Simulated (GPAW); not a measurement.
# Screening of a field by WGe2As4 monolayer, part 2 of 2

Aim: the dipole that a field along the normal induces in WGe2As4 monolayer.

GPAW 26.7.0; GPAW, PAW setups; layer in a repeated cell with vacuum, relaxation of atoms and in-plane cell (the session's first sound run).

So far, upper work function (eV): step 3 (the slab's potential) 4.60.

### Step 7. In a field

Level of this step: GPAW, PAW setups; slab in vacuum (GPAW).

Contents of run.py:

```python
import json
import numpy as np
from ase import Atoms
from gpaw import GPAW, PW
from gpaw.external import ConstantElectricField

slab = Atoms(
    ['As', 'Ge', 'As', 'W', 'As', 'Ge', 'As'],
    positions=[
        [-0.00000, 0.00000, 9.00000],
        [-0.00000, 2.12788, 10.18517],
        [-0.00000, 2.12788, 12.65129],
        [-0.00000, 0.00000, 14.11543],
        [-0.00000, 2.12788, 15.57956],
        [-0.00000, 2.12788, 18.04568],
        [0.00000, -0.00000, 19.23085]],
    cell=[[3.68559, -0.0, 0.0], [-1.8428, 3.19181, 0.0], [0.0, 0.0, 28.2308]],
    pbc=[True, True, False])

slab.calc = GPAW(mode=PW(400), xc='PBE', kpts={'size': (9, 9, 1), 'gamma': True},
                 occupations={'name': 'fermi-dirac', 'width': 0.05}, nbands='200%',
                 convergence={'density': 1e-05}, maxiter=200,
                 poissonsolver={'dipolelayer': 'xy'},
                 external=ConstantElectricField(0.05, [0, 0, 1]),
                 symmetry={'tolerance': 1e-3}, txt='slab.txt')
result = {}
energy = slab.get_potential_energy()
fermi = slab.calc.get_fermi_level()
v = slab.calc.get_electrostatic_potential().mean((0, 1)) - fermi
n = slab.calc.get_pseudo_density().mean((0, 1))
L = slab.cell[2, 2]
z = np.arange(len(v)) * L / len(v)
low, high = slab.positions[:, 2].min(), slab.positions[:, 2].max()
below, above = np.interp([low - 6.8, high + 6.8], z, v)
slopes = [np.interp(x, z, np.gradient(v, z)) for x in (low - 6.8, high + 6.8)]
eps = np.array([[slab.calc.get_eigenvalues(k, s) for k in range(len(slab.calc.get_ibz_k_points()))]
                for s in range(slab.calc.get_number_of_spins())]) - fermi
top, bottom = eps[eps < 0].max(), eps[eps > 0].min()
dipole = slab.get_dipole_moment()[2]
print(f'energy {energy:.4f} eV, Fermi level {fermi:.4f} eV, dipole {dipole:.5f} e A')
print(f'potential 6.8 A off the faces, from the Fermi level: lower {below:.4f} eV, upper {above:.4f} eV')
print(f'slope of the potential there: lower {slopes[0]:.5f}, upper {slopes[1]:.5f} eV/A')
print(f'nearest levels on the mesh: {top:.4f} and {bottom:.4f} eV')
print('magnetic moment', round(slab.get_magnetic_moment(), 3))
result.update(energy=energy, fermi=fermi, dipole=dipole, below=below, above=above, slopes=slopes, edges=[top, bottom],
              z=z.tolist(), v=v.tolist(), n=n.tolist(), positions=slab.positions.tolist(),
              forces=slab.get_forces(apply_constraint=False).tolist(), moments=slab.get_magnetic_moments().tolist())
json.dump(result, open('result.json', 'w'))
```

Run with:

```console
> OMP_NUM_THREADS=1 OPENBLAS_NUM_THREADS=1 python run.py
```

The program printed:

```text
energy -39.1080 eV, Fermi level 0.6119 eV, dipole 0.04008 e A
potential 6.8 A off the faces, from the Fermi level: lower 4.9195 eV, upper 4.3027 eV
slope of the potential there: lower -0.00017, upper 0.00018 eV/A
nearest levels on the mesh: -0.2976 and 0.2767 eV
magnetic moment 0.0
```

Run time: 5.8 min. Hardware: 1 thread of Arm Neoverse V1, shared host; peak memory 0.49 GiB.

The electrostatic potential energy of an electron (without an applied field's), less the Fermi level, planar mean oscillates, so the rows of the table below give means over windows of 1.78 Å about each position, cut where the curve ends. Its maxima inside the range that stand out by 2 % of the span (Å: eV): 9.6: -8.73, 11.4: 2.02, 13.3: -6.58, 15.0: -6.66, 16.8: 1.76, 18.6: -9.16. Its minima: 9.0: -13.7, 10.1: -13.4, 12.7: -12.8, 14.1: -17.4, 15.6: -13.0, 18.1: -13.8, 19.2: -14.2.

The electrostatic potential energy of an electron (without an applied field's), less the Fermi level, planar mean by z; means over each step:

| z (Å) | electrostatic potential energy of an electron (without an applied field's), less the Fermi level, planar mean (eV) |
| --- | --- |
| 0.89 | 4.89 |
| 2.67 | 4.92 |
| 4.45 | 4.92 |
| 6.23 | 4.87 |
| 8.01 | -0.131 |
| 9.79 | -10.9 |
| 11.57 | -1.36 |
| 13.35 | -11.4 |
| 15.13 | -10.3 |
| 16.91 | -1.51 |
| 18.69 | -11.8 |
| 20.47 | 1.42 |
| 22.25 | 4.28 |
| 24.03 | 4.30 |
| 25.81 | 4.30 |
| 27.59 | 4.32 |

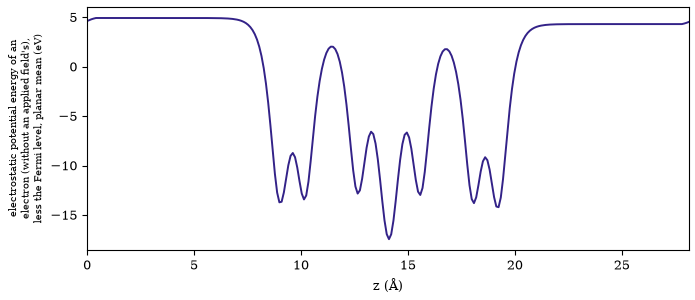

Electrostatic potential energy of an electron (without an applied field's), less the Fermi level, planar mean, plotted against z.

### Step 8. Field on

run.py, as its differences from that of step 7:

```diff
@@ -23,3 +23,3 @@
                  poissonsolver={'dipolelayer': 'xy'},
-                 external=ConstantElectricField(0.05, [0, 0, 1]),
+                 external=ConstantElectricField(0.1, [0, 0, 1]),
                  symmetry={'tolerance': 1e-3}, txt='slab.txt')
```

The program printed:

```text
energy -39.1110 eV, Fermi level 0.6116 eV, dipole 0.08016 e A
potential 6.8 A off the faces, from the Fermi level: lower 5.2285 eV, upper 3.9949 eV
slope of the potential there: lower -0.00017, upper 0.00019 eV/A
nearest levels on the mesh: -0.2974 and 0.2766 eV
magnetic moment 0.0
```

Run time: 6.9 min. Hardware: 1 thread; peak memory 0.49 GiB.

The dipole is now 0.0802 e Å, against 0.0029 in the run without a field.

### Step 9. In a field

run.py, as its differences from that of step 8:

```diff
@@ -23,3 +23,3 @@
                  poissonsolver={'dipolelayer': 'xy'},
-                 external=ConstantElectricField(0.1, [0, 0, 1]),
+                 external=ConstantElectricField(0.2, [0, 0, 1]),
                  symmetry={'tolerance': 1e-3}, txt='slab.txt')
```

The program printed:

```text
energy -39.1230 eV, Fermi level 0.6104 eV, dipole 0.16032 e A
potential 6.8 A off the faces, from the Fermi level: lower 5.8479 eV, upper 3.3806 eV
slope of the potential there: lower -0.00015, upper 0.00020 eV/A
nearest levels on the mesh: -0.2969 and 0.2763 eV
magnetic moment 0.0
```

Run time: 7 min. Hardware: 1 thread; peak memory 0.49 GiB.

The dipole is now 0.160 e Å, against 0.0029 in the run without a field.

### Step 10. Field on

run.py, as its differences from that of step 9:

```diff
@@ -23,3 +23,3 @@
                  poissonsolver={'dipolelayer': 'xy'},
-                 external=ConstantElectricField(0.2, [0, 0, 1]),
+                 external=ConstantElectricField(0.3, [0, 0, 1]),
                  symmetry={'tolerance': 1e-3}, txt='slab.txt')
```

The program printed:

```text
energy -39.1431 eV, Fermi level 0.6082 eV, dipole 0.24057 e A
potential 6.8 A off the faces, from the Fermi level: lower 6.4698 eV, upper 2.7677 eV
slope of the potential there: lower -0.00014, upper 0.00022 eV/A
nearest levels on the mesh: -0.2960 and 0.2759 eV
magnetic moment 0.0
```

Elapsed: 6.4 min, on 1 thread; peak memory 0.49 GiB.

The dipole is now 0.241 e Å, against 0.0029 in the run without a field.

### Step 11. The series

The members are put on one axis.

This step: induced dipole against applied field (GPAW 26.7.0).

The dipole along the normal by field:

| field (V/Å) | dipole along the normal (e·Å) |
| --- | --- |
| -0.200 | -0.160 |
| -0.100 | -0.0802 |
| -0.050 | -0.0401 |
| 0.000 | 0.00286 |
| 0.050 | 0.0401 |
| 0.100 | 0.0802 |
| 0.200 | 0.160 |
| 0.300 | 0.241 |

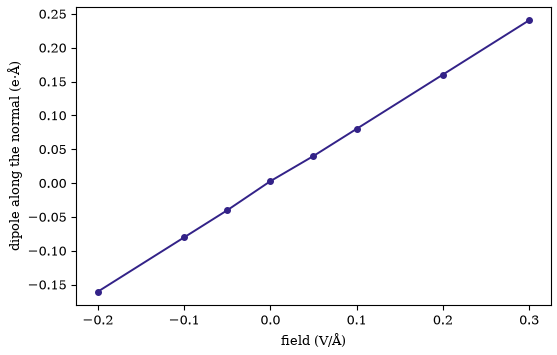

Dipole along the normal against field.

### Step 12. A changed run

One more run, with changed settings.

This step: GPAW, PAW setups; slab in vacuum (GPAW 26.7.0).

run.py, as its differences from that of step 10:

```diff
@@ -3,4 +3,3 @@
 from ase import Atoms
-from gpaw import GPAW, PW
-from gpaw.external import ConstantElectricField
+from gpaw import GPAW
 
@@ -19,7 +18,6 @@
 
-slab.calc = GPAW(mode=PW(400), xc='PBE', kpts={'size': (9, 9, 1), 'gamma': True},
+slab.calc = GPAW(mode='fd', h=0.4, xc='PBE', kpts={'size': (9, 9, 1), 'gamma': True},
                  occupations={'name': 'fermi-dirac', 'width': 0.05}, nbands='200%',
-                 convergence={'density': 1e-05}, maxiter=200,
+                 convergence={'density': 1e-05}, maxiter=75,
                  poissonsolver={'dipolelayer': 'xy'},
-                 external=ConstantElectricField(0.3, [0, 0, 1]),
                  symmetry={'tolerance': 1e-3}, txt='slab.txt')
```

The program printed:

```text
energy -38.6203 eV, Fermi level -4.6411 eV, dipole 0.00122 e A
potential 6.8 A off the faces, from the Fermi level: lower 4.6505 eV, upper 4.6317 eV
slope of the potential there: lower -0.00000, upper 0.00000 eV/A
nearest levels on the mesh: -0.3000 and 0.2875 eV
magnetic moment 0.0
```

Wall time 32 s (1 thread); peak memory 0.19 GiB.

The run finished. A setting was moved off its sound value on purpose, so it serves as a test and not as the result.

The fault put into the input: a grid far too coarse (mode = "fd" and h = 0.4).

Side by side:

| quantity | this run | sound run | difference |
| --- | --- | --- | --- |
| upper work function (eV) | 4.6317 | 4.6016 | 0.0302 |
| lower work function (eV) | 4.6505 | 4.6202 | 0.0302 |
| upper ionisation energy (eV) | 4.9317 | 4.8992 | 0.0326 |

One result that differs is the upper ionisation energy, 4.93 eV against 4.90 eV.

### Step 13. What came out

| Quantity | Value |
| --- | --- |
| work function, upper and lower face (Fermi level placed in the gap by the smearing) | 4.602 and 4.620 eV |
| ionisation energy from the upper face (highest filled level on the mesh) | 4.90 eV |
| electron affinity from the upper face (lowest empty Kohn-Sham level on the mesh) | 4.32 eV |
| dipole along the normal | 0.0029 e Å, near the numerical noise |
| induced dipole per field | 0.802 e Å per V/Å |
| out-of-plane polarisability per area, α/(ε0 A) | 12.3 Å |

**Reading.** The field induces 0.802 e Å per V/Å, a polarisable thickness α/(ε0 A) of 12.3 Å beside 10.2 Å between the outermost nuclei. A perfect conductor would give the distance between its two image planes; a dielectric of thickness t gives t(1 - 1/ε). The levels nearest the Fermi level on the mesh lie 0.574 eV apart, so the slab is gapped there: the smearing puts the Fermi level inside the gap, and from either face the ionisation energy is the work function plus 0.30 eV. Both are Kohn-Sham levels on the mesh, and semilocal gaps are too small, so the affinity tends to come out too large and the ionisation energy too small. The induced dipole is linear in the field over this range. With elements this heavy, spin-orbit coupling can move band edges by tenths of an eV. The small printed dipole stands for a step of -44 meV from the lower to the upper face, and the probes find -19 meV; values this small are near the numerical noise of both. The layer's cell and atoms come from the relaxation; spin-orbit coupling and temperature are left out.

[Logs are printed without paths, hosts, clocks, repeated set-up lines and the standing remarks that a program may print on its own settings, such as how far it seeks lower states.]

[Hosts, paths, dates, database ids (printed as entryN), source tags and the programs' standing remarks are cut or masked in the printed files.]
